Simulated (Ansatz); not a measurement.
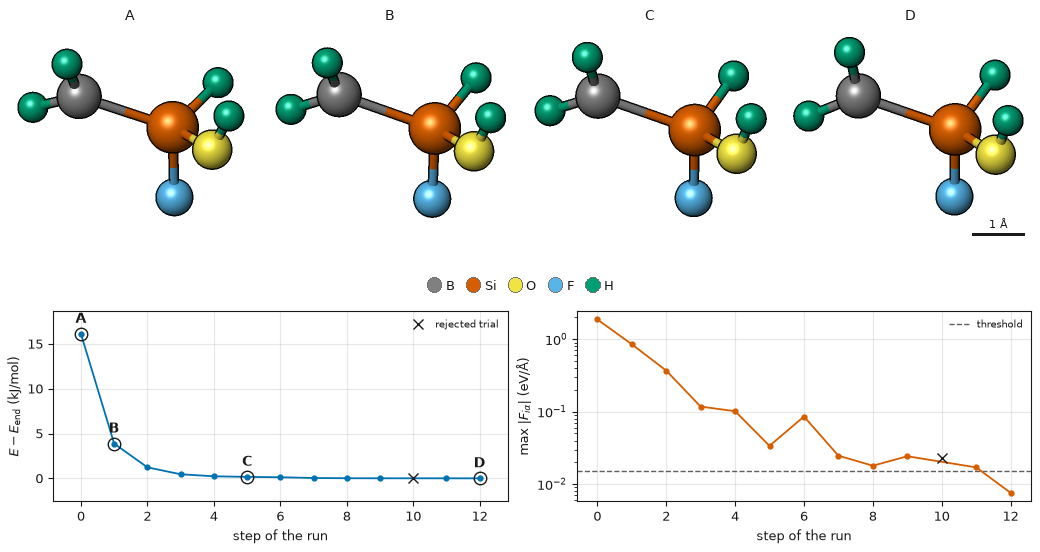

Frames of a relaxation of BSiH₄OF, marked on the history of the run. A ball-and-stick model, seen from a free direction.

The run prepares an end point of a later path (torsion) calculation, from a guessed geometry.

Level of theory: Ansatz, RKS BHLYP-D4/6-31G*.

Input
```yaml
crystal:
  periodic: [false, false, false]
  atoms:
    - { symbol: B, position_ang: [-0.91235, 1.18045, -0.17999] }
    - { symbol: Si, position_ang: [0.44316, -0.21728, -0.16217] }
    - { symbol: O, position_ang: [0.27094, -1.12247, 1.17992] }
    - { symbol: F, position_ang: [0.28309, -1.28311, -1.38871] }
    - { symbol: H, position_ang: [-1.39748, 1.54134, -1.18094] }
    - { symbol: H, position_ang: [-1.24329, 1.72803, 0.79664] }
    - { symbol: H, position_ang: [1.85725, 0.14357, -0.33938] }
    - { symbol: H, position_ang: [0.5369, -0.80505, 2.03995] }
basis:
  gaussian: { orbitals: "6-31G*" }
hamiltonian:
  xc: { name: BHLYP }
  dispersion: d4
relax:
  f_tol: 0.015
  max_steps: 40
output:
  orbitals: {}
```

Run as
```bash
ansatz run input.yaml --threads 1 --pin off --max-ram 2048MiB --backend cpu --events-out ev --progress --plain --runs-dir out
```

Question: What happens along the run?

Answer: After 11 accepted moves (12 points after the start) the energy has fallen by 16.1 kJ/mol. Largest force component: 1.9 eV/Å at the start, 0.0076 eV/Å at the end. The line search rejected the trial step at point 10 of the run. H6 moves most after the best rigid fit: 0.29 Å. Largest moves by element: H 0.29 Å, O 0.12 Å, Si 0.06 Å, B 0.04 Å, F 0.02 Å. Some distances before and after: B1–Si2 1.947 → 2.013 Å, Si2–F4 1.633 → 1.596 Å, Si2–O3 1.628 → 1.645 Å, B1–H5 1.169 → 1.187 Å. Among the angles between lasting bonds that change: B1–Si2–H7 119.5° → 110.4°, F4–Si2–H7 99.4° → 107.3°, Si2–O3–H8 121.9° → 118.8°. From step 0 to 1: H7 moves most (0.10 Å), energy −12.2 kJ/mol. From step 1 to 5: H6 moves most (0.13 Å), energy −3.71 kJ/mol. From step 5 to 12: H5 moves most (0.15 Å), energy −0.16 kJ/mol.

```csv
step,"E − E(0), kJ/mol","largest force component, eV/Å",note
0,0.00,1.8799,
1,-12.25,0.8542,
2,-14.89,0.3697,
3,-15.66,0.1176,
4,-15.89,0.1017,
5,-15.96,0.0338,
6,-16.00,0.0858,
7,-16.08,0.0247,
8,-16.11,0.0179,
9,-16.11,0.0243,
10,-16.11,0.0232,rejected
11,-16.12,0.0170,
12,-16.12,0.0076,
```
